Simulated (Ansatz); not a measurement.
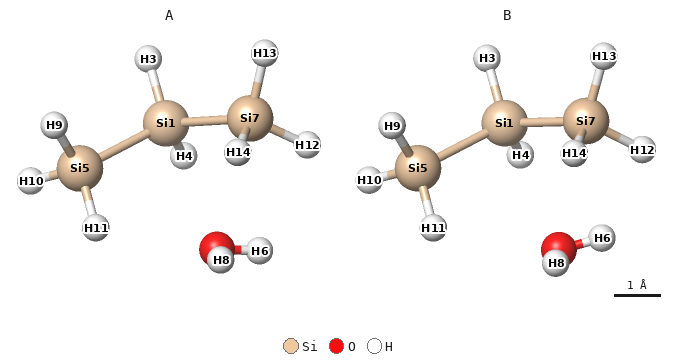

Two geometries of Si3H10O, drawn at one scale. One is the start of a relaxation, the other its converged end. A ball-and-stick model, seen face on.

The calculation used RKS PBE/def2-SVP (Ansatz 0.2.0). (no spin polarisation; force threshold 0.03 eV/Å; at most 50 steps)

### Which of the two is the end point?

Structure A is the relaxed one. The run prepares an end point of a later path (reaction) calculation, from a guessed geometry. The atom that moves furthest after the best rigid fit is an H atom (0.36 Å). By element the largest moves are H 0.36 Å, Si 0.09 Å, O 0.09 Å. Some distances before and after: Si–Si 2.259 → 2.357 Å. After 4 accepted moves (5 points after the start) the energy has fallen by 0.075 eV. The largest force component goes from 1.1 to 0.014 eV/Å. The line search rejected the trial step at point 3 of the run. Cost: 11 s on 2 threads of AMD EPYC 9B14 (Zen 4) (shared host), peak memory 0.18 GiB.
